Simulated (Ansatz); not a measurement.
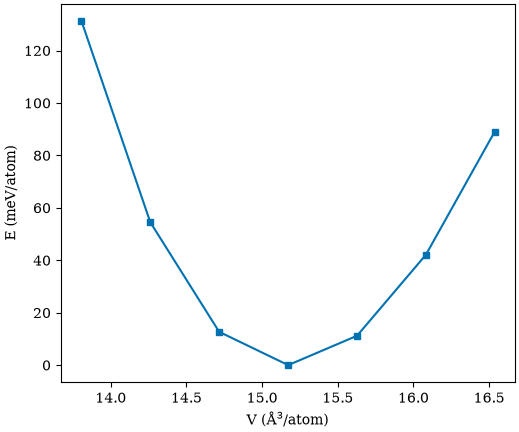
Pt (fcc (Cu type), space group No. 225) under volume change, DFT-r²SCAN+D4 in the program Ansatz with PAW potentials, scaled uniformly.

Task: What does a third-order Birch–Murnaghan fit give for V₀, B₀ and B′?

Result: V₀ = 15.17 Å³/atom, B₀ = 279 GPa, B′ = 5.4.

Space group Fm-3m (fcc (Cu type)). Symmetry was held in the r²SCAN+D4 relaxation. The run is not spin-polarised. The pairwise dispersion correction was not fitted to metals. Spin–orbit coupling is left out wherever it is not named.

Potentials: the later of the program's two PAW sets.
